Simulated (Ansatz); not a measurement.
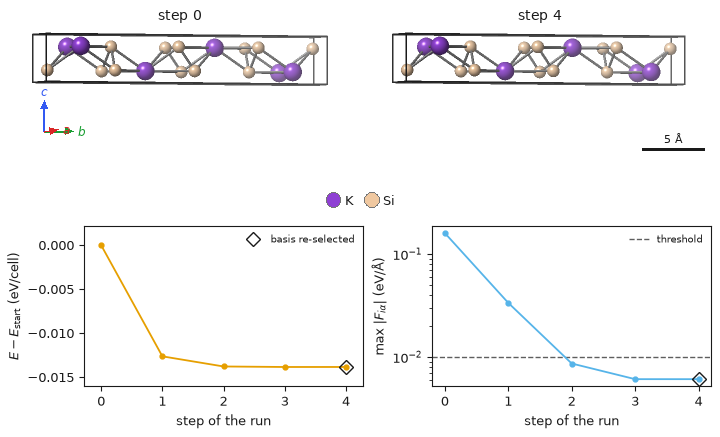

First and last geometry of a relaxation of crystalline KSi2 (built on the ZrSi2 type), with the history of the run. Style: ball-and-stick. Shown: the conventional cell (2 times the calculation's cell), from a free direction. Lengths and directions refer to the drawn axes.

Case: ZrSi2 type (Cmcm, No. 63).

Method: DFT PBE, scalar-relativistic, plane waves, PAW in Ansatz.

Input file:
```yaml
crystal:
  lattice:
    - [1.5589311191, -12.1558769319, 0.0]
    - [1.5589311191, 12.1558769319, 0.0]
    - [0.0, 0.0, 3.8790342422]
  atoms:
    - { symbol: K, position: [0.8767608792, 0.1232391208, 0.75] }
    - { symbol: K, position: [0.1232391208, 0.8767608792, 0.25] }
    - { symbol: Si, position: [0.5284041531, 0.4715958469, 0.75] }
    - { symbol: Si, position: [0.4715958469, 0.5284041531, 0.25] }
    - { symbol: Si, position: [0.2454464904, 0.7545535096, 0.75] }
    - { symbol: Si, position: [0.7545535096, 0.2454464904, 0.25] }
basis:
  ecutwfc: 420
kpoints:
  mp_grid: { grid: [12, 12, 10] }
hamiltonian:
  xc: pbe
scf:
  occupations: { method: gaussian, width: 0.1 }
output:
  forces: true
  stress: true
  eigenvalues: true
relax:
  adjacent_minimum: "off"
  f_tol: 0.01
  max_steps: 80
  cell: { stress_tol: 0.05 }
```

Run as
```bash
ansatz run input.yaml --threads 1 --pin off --max-ram 2560MiB --backend cpu --events-out ev --progress --plain --runs-dir out
```

Did the run converge, and what did it change?

It converged. After 3 accepted moves (4 points after the start) the energy has fallen by 13.8 meV per cell of the calculation. The largest force component goes from 0.16 to 0.0061 eV/Å. Pressure: −0.18 GPa at the start and 0.00 GPa at the end. The SCF was repeated once at an unchanged geometry on a basis and grid sized afresh for the cell, which shifted the energy by less than 0.05 meV per cell of the calculation at most. The largest moves relative to the cell, 0.060 Å, are those of K1 and K2. K2 goes along +b. Largest moves by element: K 0.060 Å, Si 0.012 Å. The drawn cell changes at constant volume: a 3.118 → 3.147 Å (+0.9 %), b 24.312 → 24.088 Å (−0.9 %), c 3.879 → 3.880 Å (0.0 %). Near-neighbour distances that change, for instance: K1–Si3 4.003 → 3.911 Å, K1–Si4 3.392 → 3.352 Å, K1–Si5 3.553 → 3.592 Å, K1–K1 3.118 → 3.147 Å. The space group stays Cmcm (No. 63). Cost: 4.5 min on 1 thread of Arm Neoverse V1 (shared host), peak memory 0.9 GiB.
